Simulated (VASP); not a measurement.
# Driving VASP from ASE on TiSb2, part 3 of 4

Do ASE scripts that read TiSb2 from different structure formats give one answer, and do several routes find one equilibrium volume? All runs use PBEsol. Left out of this account: 1 further run (self-consistent run: a reference on another mesh). The start is a cell from a database of measured crystal structures.

VASP 6.6.1; PBEsol; plane waves and PAW (Ti_sv, Sb).

So far. Step 3 (Total energy, forces and stress (PBEsol, through ASE) …): The energy lies -3.32 meV an atom from the first script, since this cell and mesh sample the zone at other points.

### 4. Relaxing cell and atoms (PBEsol, through ASE)

System of this step: TiSb2. It takes space group I4/mcm (No. 140, tetragonal). Conventional cell: a = 6.660 Å, b = 6.660 Å, c = 5.818 Å, α = 90.00°, β = 90.00°, γ = 90.00°. Nearest to Ti lie 2 Ti at 2.91 Å and 8 Sb at 2.92 Å. Sb has 1 Sb at 2.85 Å and 4 Ti at 2.92 Å nearest. Farther neighbours are not listed.

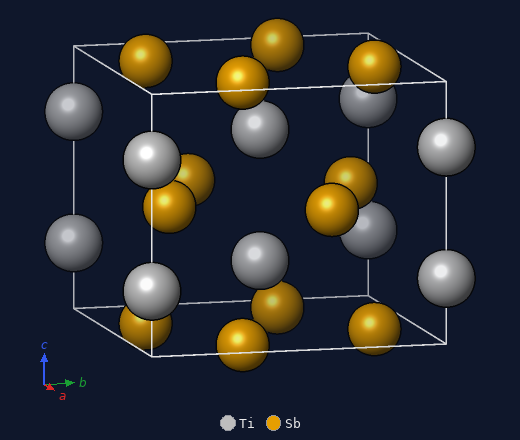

The cell of this step (titanium light grey, antimony orange). Some periodic images of atoms are drawn too.

The start need not lie at this functional's minimum. ISIF = 3 frees volume, shape and positions, and EDIFFG sets the threshold on forces and stress at which the search stops.

run.py reads:

```python
import numpy as np
from ase.calculators.vasp import Vasp
from ase import Atoms

atoms = Atoms(['Ti', 'Ti', 'Sb', 'Sb', 'Sb', 'Sb'],
              cell=[[-3.33, 3.33, 2.909], [3.33, -3.33, 2.909], [3.33, 3.33, -2.909]],
              scaled_positions=[[0.25, 0.25, 0.0], [0.75, 0.75, 0.0], [0.65156, 0.15156, 0.80312], [0.15156, 0.34844, 0.5], [0.34844, 0.84844, 0.19688], [0.84844, 0.65156, 0.5]],
              pbc=True)

calc = Vasp(
    xc='pbesol',
    pp='PBE',
    prec='Accurate',
    encut=400,
    ediff=1e-06,
    nelm=100,
    ismear=-1,
    sigma=0.05,
    lreal=False,
    algo='Normal',
    nbands=28,
    lasph=True,
    lorbit=11,
    lwave=False,
    lcharg=False,
    kpar=4,
    ibrion=2,
    nsw=60,
    isif=3,
    ediffg=-0.01,
    pp_version='64',
    setups={'Ti': '_sv', 'Sb': ''},
    kpts=(7, 7, 7),
    gamma=True,
    txt='vasp.out',
)
atoms.calc = calc

print("energy (eV):", round(atoms.get_potential_energy(), 6))
print("Fermi level (eV):", round(calc.get_fermi_level(), 4))
print("forces (eV/A):")
print(np.round(atoms.get_forces(), 4))
print("stress (GPa, Voigt, tension positive):", np.round(atoms.get_stress() * 160.21766, 3))
print("cell (A, degrees):", np.round(atoms.cell.cellpar(), 4))
print("volume (A^3):", round(atoms.get_volume(), 4))
print("positions:")
print(np.round(atoms.get_scaled_positions(), 5))
```

The projector-augmented-wave data sets are Ti_sv and Sb (PBE family, release 64).

Launch:

```bash
> export ASE_VASP_COMMAND="mpirun -np 4 vasp_std"
> python run.py
```

Output:

```text
energy (eV): -37.738816
Fermi level (eV): 9.9122
forces (eV/A):
[[-0.      0.      0.    ]
 [-0.      0.      0.    ]
 [ 0.0006  0.0006  0.    ]
 [-0.0006  0.0006  0.    ]
 [-0.0006 -0.0006 -0.    ]
 [ 0.0006 -0.0006  0.    ]]
stress (GPa, Voigt, tension positive): [-0.024 -0.024 -0.041 -0.     0.    -0.   ]
cell (A, degrees): [  5.4923   5.4923   5.4923 105.6698 105.6698 117.3751]
volume (A^3): 125.6933
positions:
[[0.25    0.25    0.     ]
 [0.75    0.75    0.     ]
 [0.65312 0.15312 0.80625]
 [0.15312 0.34688 0.5    ]
 [0.34688 0.84688 0.19375]
 [0.84688 0.65312 0.5    ]]
```

Run time: 2.3 min. Hardware: 4 MPI ranks of AMD EPYC 7R43, shared host; peak memory 0.93 GiB.

The INCAR that ASE wrote:

```
ENCUT = 400.000000
SIGMA = 0.050000
EDIFF = 1.00e-06
EDIFFG = -1.00e-02
ALGO = Normal
GGA = PS
PREC = Accurate
IBRION = 2
ISIF = 3
ISMEAR = -1
KPAR = 4
LORBIT = 11
NBANDS = 28
NELM = 100
NSW = 60
LASPH = .TRUE.
LCHARG = .FALSE.
LWAVE = .FALSE.
LREAL = .FALSE.
```

The KPOINTS that ASE wrote:

```
KPOINTS created by Atomic Simulation Environment
0
Gamma
7 7 7
0 0 0
```

vasp.out:

```text
[banner, memory and clock lines left out]
running    4 mpi-ranks, on    1 nodes
 distrk:  each k-point on    1 cores,    4 groups
 distr:  one band on    1 cores,    1 groups

 POSCAR found type information on POSCAR TiSb
 POSCAR found :  2 types and       6 ions
 [... a notice as in an earlier step ...]

 LDA part: xc-table for (Slater+PW92), standard interpolation
 POSCAR, INCAR and KPOINTS ok, starting setup
 FFT: planning ... GRIDC
 FFT: planning ... GRID_SOFT
 FFT: planning ... GRID
 WAVECAR not read
 entering main loop
       N       E                     dE             d eps       ncg     rms          rms(c)
[... 14 cycles as in an earlier step ...]
   1 F= -.37709483E+02 E0= -.37703986E+02  d E =-.377095E+02
 curvature:   0.00 expect dE= 0.000E+00 dE for cont linesearch  0.000E+00
 trial: gam= 0.00000 g(F)=  0.679E-02 g(S)=  0.861E-01 ort = 0.000E+00 (trialstep = 0.100E+01)
 search vector abs. value=  0.929E-01
 bond charge predicted
       N       E                     dE             d eps       ncg     rms          rms(c)
DAV:   1    -0.384683926126E+02   -0.75891E+00   -0.18234E+01  3204   0.421E+01    0.723E+00
DAV:   2    -0.380641544834E+02    0.40424E+00   -0.87575E+00  3380   0.217E+01    0.304E+00
DAV:   3    -0.377652805192E+02    0.29887E+00   -0.25227E+00  3212   0.907E+00    0.178E+00
DAV:   4    -0.377152943061E+02    0.49986E-01   -0.33308E-01  3244   0.428E+00    0.551E-01
DAV:   5    -0.377222072059E+02   -0.69129E-02   -0.48886E-02  3220   0.124E+00    0.351E-01
DAV:   6    -0.377259863912E+02   -0.37792E-02   -0.48777E-03  3624   0.290E-01    0.187E-01
DAV:   7    -0.377276802582E+02   -0.16939E-02   -0.40292E-03  3616   0.265E-01    0.395E-02
DAV:   8    -0.377277730408E+02   -0.92783E-04   -0.53467E-04  3316   0.980E-02    0.212E-02
DAV:   9    -0.377277832675E+02   -0.10227E-04   -0.41221E-05  3236   0.397E-02    0.527E-03
DAV:  10    -0.377277835532E+02   -0.28573E-06   -0.32162E-06  2356   0.138E-02
   2 F= -.37727784E+02 E0= -.37722409E+02  d E =-.183003E-01
[...]
3 F= -.37739002E+02 E0= -.37733593E+02  d E =-.295192E-01
[...]
4 F= -.37744328E+02 E0= -.37738647E+02  d E =-.532571E-02
 trial-energy change:   -0.005326  1 .order   -0.005379   -0.008904   -0.001853
 step:   1.1829(harm=  1.1680)  dis= 0.00639  next Energy=   -37.744585 (dE=-0.558E-02)
 bond charge predicted
       N       E                     dE             d eps       ncg     rms          rms(c)
DAV:   1    -0.377451921438E+02   -0.86382E-03   -0.40250E-02  2384   0.186E+00    0.181E-01
DAV:   2    -0.377448359559E+02    0.35619E-03   -0.47652E-03  2764   0.473E-01    0.108E-01
DAV:   3    -0.377446612282E+02    0.17473E-03   -0.11398E-03  3088   0.218E-01    0.599E-02
DAV:   4    -0.377445745690E+02    0.86659E-04   -0.28051E-04  3092   0.115E-01    0.698E-03
DAV:   5    -0.377445747850E+02   -0.21604E-06   -0.26239E-05  3136   0.298E-02    0.504E-03
DAV:   6    -0.377445743111E+02    0.47396E-06   -0.12092E-06  2128   0.582E-03
   5 F= -.37744574E+02 E0= -.37738816E+02  d E =-.557192E-02
 curvature:  -0.64 expect dE=-0.922E-05 dE for cont linesearch -0.245E-07
 trial: gam=-0.00808 g(F)=  0.139E-06 g(S)=  0.142E-04 ort =-0.201E-04 (trialstep = 0.977E+00)
 search vector abs. value=  0.154E-04
 reached required accuracy - stopping structural energy minimisation
```

Parts of OUTCAR (step 4):

```text
 Found     40 irreducible k-points:

   NELECT =      44.0000    total number of electrons

 E-fermi :   9.9122

 k-point     1 :       0.0000    0.0000    0.0000
  band No.  band energies     occupation
    ...
     18       6.8275      2.00000
     19       6.8275      2.00000
     20       7.4732      2.00000
     21       8.2162      2.00000
     22       9.0135      2.00000
     23      10.3122      0.00067
     24      10.7479      0.00000
     25      11.4001      0.00000
     26      11.4001      0.00000
     27      11.7999      0.00000
    ...

 k-point     2 :       0.1429   -0.0000    0.0000
  band No.  band energies     occupation
    ...
     18       7.1642      2.00000
     19       7.2917      2.00000
     20       7.6390      2.00000
     21       8.1832      2.00000
     22       9.0340      2.00000
     23      10.6190      0.00000
     24      10.7357      0.00000
     25      11.2750      0.00000
     26      11.3240      0.00000
     27      11.8328      0.00000
    ...

  Total        0.0190573      0.0190573      0.0322692      0.0000000      0.0000000     -0.0000000
  in kB        0.2429180      0.2429180      0.4113268      0.0000000      0.0000000     -0.0000000
  external PRESSURE =       0.2990543 kB  Pullay stress =       0.0000000 kB

  energy-cutoff  :      400.00
  volume of cell :      125.69
      direct lattice vectors                 reciprocal lattice vectors
    -3.317962438  3.317962438  2.854362949     0.000000000  0.150694895  0.175170435
     3.317962438 -3.317962438  2.854362949     0.150694895  0.000000000  0.175170435
     3.317962438  3.317962438 -2.854362949     0.150694895  0.150694895  0.000000000

 POSITION                                       TOTAL-FORCE (eV/Angst)
 -----------------------------------------------------------------------------------
      0.00000      0.00000      1.42718        -0.000000      0.000000      0.000000
      0.00000      0.00000      4.28154        -0.000000      0.000000      0.000000
      1.01611      4.33407      0.00000         0.000600      0.000600      0.000000
      2.30185      1.01611      0.00000        -0.000600      0.000600      0.000000
      2.30185     -1.01611      2.85436        -0.000600     -0.000600     -0.000000
      1.01611      2.30185      2.85436         0.000600     -0.000600      0.000000
 -----------------------------------------------------------------------------------
    total drift:                                0.000000     -0.000000      0.000000

  FREE ENERGIE OF THE ION-ELECTRON SYSTEM (eV)
  ---------------------------------------------------
  free  energy   TOTEN  =       -37.7445743111 eV

  energy  without entropy=      -37.7330572383  energy(sigma->0) =      -37.73881577

 reached required accuracy - stopping structural energy minimisation

 total charge
# of ion       s       p       d       tot
------------------------------------------
    1        2.161   6.107   2.025  10.292
    2        2.161   6.107   2.025  10.292
    3        1.155   1.260   0.049   2.464
    4        1.155   1.260   0.049   2.464
    5        1.155   1.260   0.049   2.464
    6        1.155   1.260   0.049   2.464
--------------------------------------------------
tot          8.942  17.253   4.246  30.441

[... 8 parts as in an earlier step ...]

[... 5 further parts left out ...]
```

CONTCAR:

```
Ti Sb
   1.00000000000000
    -3.3179624377197392    3.3179624377197392    2.8543629486138506
     3.3179624377197392   -3.3179624377197392    2.8543629486138506
     3.3179624377197392    3.3179624377197392   -2.8543629486138506
  Ti              Sb
     2     4
Direct
     0.2500000000000000    0.2500000000000000    0.0000000000000000
     0.7500000000000000    0.7500000000000000    0.0000000000000000
     0.6531225717088885    0.1531225717088885    0.8062451434177699
     0.1531225717088885    0.3468774282911115    0.5000000000000000
     0.3468774282911115    0.8468774282911115    0.1937548565822302
     0.8468774282911115    0.6531225717088885    0.5000000000000000
```

The run keeps the 16 symmetry operations of its start, so it cannot find a distortion of lower symmetry.

The steps of the relaxation:

```tsv
step	energy less that of the first step (eV)	largest force (eV/Å)	pressure (GPa)	volume (Å³)
1	0.0000	0.1876	-2.26	129.03
2	-0.0183	0.1062	2.02	123.45
3	-0.0295	0.1389	0.30	125.53
4	-0.0348	0.0296	0.08	125.66
5	-0.0351	0.0008	0.03	125.69
```

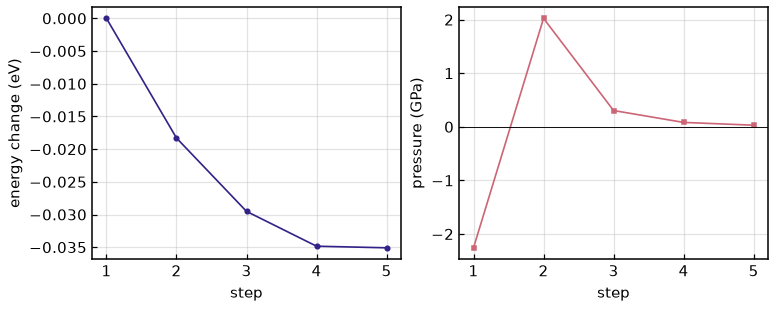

Energy and pressure along the relaxation.

```tsv
conventional cell, symmetrised	before	after	change
a (Å)	6.660	6.636	-0.4 %
b (Å)	6.660	6.636	-0.4 %
c (Å)	5.818	5.709	-1.9 %
volume (Å³/atom)	21.51	20.95	-2.6 %
```

The atoms that moved most (Å, as changes of fractional coordinates times the final cell):

```tsv
atom	dx	dy	dz	length
Sb3	0.010	0.010	0.000	0.015
Sb4	-0.010	0.010	0.000	0.015
Sb5	-0.010	-0.010	0.000	0.015
Sb6	0.010	-0.010	0.000	0.015
```

The relaxed structure:

```
Ti Sb
1.0
    -3.31796    3.31796    2.85436
     3.31796   -3.31796    2.85436
     3.31796    3.31796   -2.85436
Ti Sb
2 4
Direct
  0.25000 0.25000 0.00000
  0.75000 0.75000 0.00000
  0.65312 0.15312 0.80625
  0.15312 0.34688 0.50000
  0.34688 0.84688 0.19375
  0.84688 0.65312 0.50000
```

This step gave:

- electrons: 44
- bands: 28
- irreducible k-points: 40
- free energy (TOTEN): -37.74 eV
- energy at zero smearing: -37.74 eV
- Fermi energy: 9.912 eV
- pressure: 0.02991 GPa
- SCF cycles over all ionic steps: 48

It ends with a largest force of 0.001 eV/Å and a pressure of 0.03 GPa.

### 5. Equation of state by an ASE loop (PBEsol)

An ASE loop scales the volume and fits the energies, which gives the bulk modulus from energies alone.

run.py reads:

```python
import numpy as np
from ase.calculators.vasp import Vasp
from ase.io import read
from ase.eos import EquationOfState
from ase.units import GPa

atoms = read('structure.vasp')

calc = Vasp(
    xc='pbesol',
    pp='PBE',
    prec='Accurate',
    encut=400,
    ediff=1e-06,
    nelm=100,
    ismear=-1,
    sigma=0.05,
    lreal=False,
    algo='Normal',
    nbands=28,
    lasph=True,
    lorbit=11,
    lwave=False,
    lcharg=False,
    kpar=4,
    isif=2,
    pp_version='64',
    setups={'Ti': '_sv', 'Sb': ''},
    kpts=(7, 7, 7),
    gamma=True,
    txt='vasp.out',
)
atoms.calc = calc

cell, volumes, energies = atoms.get_cell(), [], []
for x in [0.94, 0.96, 0.98, 1.0, 1.02, 1.04, 1.06]:
    atoms.set_cell(cell * x ** (1 / 3), scale_atoms=True)
    volumes.append(atoms.get_volume())
    energies.append(atoms.get_potential_energy())
    print(f"{x:.2f}  V = {volumes[-1]:.4f} A^3  E = {energies[-1]:.6f} eV")
v0, e0, b0 = EquationOfState(volumes, energies, eos="birchmurnaghan").fit()
print(f"V0 = {v0:.4f} A^3  E0 = {e0:.6f} eV  B0 = {b0 / GPa:.2f} GPa")
```

structure.vasp reads:

```
TiSb2
1.0
   -3.3300000000      3.3300000000      2.9090000000
    3.3300000000     -3.3300000000      2.9090000000
    3.3300000000      3.3300000000     -2.9090000000
Ti Sb
2 4
Direct
    0.2500000000      0.2500000000      0.0000000000
    0.7500000000      0.7500000000      0.0000000000
    0.6515600000      0.1515600000      0.8031200000
    0.1515600000      0.3484400000      0.5000000000
    0.3484400000      0.8484400000      0.1968800000
    0.8484400000      0.6515600000      0.5000000000
```

Output:

```text
0.94  V = 121.2886 A^3  E = -37.658179 eV
0.96  V = 123.8692 A^3  E = -37.708734 eV
0.98  V = 126.4498 A^3  E = -37.722733 eV
1.00  V = 129.0304 A^3  E = -37.703986 eV
1.02  V = 131.6110 A^3  E = -37.656120 eV
1.04  V = 134.1917 A^3  E = -37.582116 eV
1.06  V = 136.7723 A^3  E = -37.485009 eV
V0 = 126.2133 A^3  E0 = -37.722855 eV  B0 = 100.18 GPa
```

It took 4.7 min on 4 MPI ranks; peak memory 1.1 GiB; 18 min of CPU time.

ASE turned this into the INCAR:

```
ENCUT = 400.000000
SIGMA = 0.050000
EDIFF = 1.00e-06
ALGO = Normal
GGA = PS
PREC = Accurate
ISIF = 2
ISMEAR = -1
KPAR = 4
LORBIT = 11
NBANDS = 28
NELM = 100
LASPH = .TRUE.
LCHARG = .FALSE.
LWAVE = .FALSE.
LREAL = .FALSE.
```

ASE turned this into the KPOINTS:

```
KPOINTS created by Atomic Simulation Environment
0
Gamma
7 7 7
0 0 0
```

vasp.out (the last of its runs):

```text
[banner, memory and clock lines left out]
running    4 mpi-ranks, on    1 nodes
 distrk:  each k-point on    1 cores,    4 groups
 distr:  one band on    1 cores,    1 groups

 POSCAR found type information on POSCAR TiSb
 POSCAR found :  2 types and       6 ions
 [... a notice as in an earlier step ...]

 LDA part: xc-table for (Slater+PW92), standard interpolation
 POSCAR, INCAR and KPOINTS ok, starting setup
 FFT: planning ... GRIDC
 FFT: planning ... GRID_SOFT
 FFT: planning ... GRID
 WAVECAR not read
 WARNING: random wavefunctions but no delay for mixing, default for NELMDL
 entering main loop
       N       E                     dE             d eps       ncg     rms          rms(c)
DAV:   1     0.376333352191E+03    0.37633E+03   -0.16971E+04  2336   0.125E+03
DAV:   2     0.887697027445E+01   -0.36746E+03   -0.35888E+03  2400   0.377E+02
DAV:   3    -0.360300041833E+02   -0.44907E+02   -0.44046E+02  3760   0.117E+02
DAV:   4    -0.403743072736E+02   -0.43443E+01   -0.43207E+01  3488   0.309E+01
DAV:   5    -0.406535366043E+02   -0.27923E+00   -0.27910E+00  3236   0.638E+00    0.141E+01
DAV:   6    -0.399282706680E+02    0.72527E+00   -0.58712E+01  3284   0.409E+01    0.112E+01
DAV:   7    -0.376477599441E+02    0.22805E+01   -0.23484E+01  3216   0.271E+01    0.494E+00
DAV:   8    -0.374972269670E+02    0.15053E+00   -0.17973E+00  2892   0.883E+00    0.119E+00
DAV:   9    -0.374920991420E+02    0.51278E-02   -0.89646E-02  3388   0.221E+00    0.695E-01
DAV:  10    -0.374916743491E+02    0.42479E-03   -0.22472E-02  3636   0.109E+00    0.171E-01
DAV:  11    -0.374912318710E+02    0.44248E-03   -0.43431E-03  3228   0.428E-01    0.595E-02
DAV:  12    -0.374912169042E+02    0.14967E-04   -0.21042E-04  3112   0.845E-02    0.845E-03
DAV:  13    -0.374912146549E+02    0.22493E-05   -0.82737E-06  3092   0.207E-02    0.284E-03
DAV:  14    -0.374912146305E+02    0.24455E-07   -0.15481E-06  2112   0.693E-03
   1 F= -.37491215E+02 E0= -.37485009E+02  d E =-.124105E-01
```

Parts of OUTCAR (step 5):

```text
   ENCUT  =  400.0 eV  29.40 Ry    5.42 a.u.   9.20  9.20  9.20*2*pi/ulx,y,z

   NELECT =      44.0000    total number of electrons

 E-fermi :   8.7886

 k-point     1 :       0.0000    0.0000    0.0000
  band No.  band energies     occupation
    ...
     18       6.0302      2.00000
     19       6.0302      2.00000
     20       6.3944      2.00000
     21       7.3188      2.00000
     22       8.0247      2.00000
     23       9.1694      0.00099
     24       9.5680      0.00000
     25      10.0837      0.00000
     26      10.0837      0.00000
     27      10.4138      0.00000
    ...

  Total       -5.7095876     -5.7095876     -6.1020367      0.0000000      0.0000000     -0.0000000
  in kB      -66.8832360    -66.8832360    -71.4804618      0.0000000      0.0000000     -0.0000000
  external PRESSURE =     -68.4156446 kB  Pullay stress =       0.0000000 kB

 POSITION                                       TOTAL-FORCE (eV/Angst)
 -----------------------------------------------------------------------------------
      0.00000      0.00000      1.48303        -0.000000     -0.000000     -0.000000
      0.00000      0.00000      4.44908         0.000000     -0.000000     -0.000000
      1.02919      4.42450      0.00000         0.079868      0.079868     -0.000000
      2.36612      1.02919      0.00000        -0.079868      0.079868     -0.000000
      2.36612     -1.02919      2.96605        -0.079868     -0.079868      0.000000
      1.02919      2.36612      2.96605         0.079868     -0.079868     -0.000000
 -----------------------------------------------------------------------------------
    total drift:                               -0.000000     -0.000000      0.000000

  FREE ENERGIE OF THE ION-ELECTRON SYSTEM (eV)
  ---------------------------------------------------
  free  energy   TOTEN  =       -37.4912146305 eV

  energy  without entropy=      -37.4788041038  energy(sigma->0) =      -37.48500937

[... 3 parts as in an earlier step ...]

[... 13 further parts left out ...]
```

This step gave:

| Item | Value |
| --- | --- |
| bulk modulus | 100.2 GPa |
| equilibrium volume of the fit | 21.04 Å³/atom |

The fitted volume lies +0.41 % from the relaxed one.

(Part 3 of 4 ends here.)

[Lines on the potential files, build, host, timing and source positions are cut from VASP's logs without a mark.]

[Logs are printed without paths, hosts, clocks, repeated set-up lines and the standing remarks that a program may print on its own settings, such as how far it seeks lower states.]

[Hosts, paths, dates, database ids (printed as entryN), source tags and the programs' standing remarks are cut or masked in the printed files.]

[A measured line is paired with the nearest computed mode of its activity, which favours agreement.]
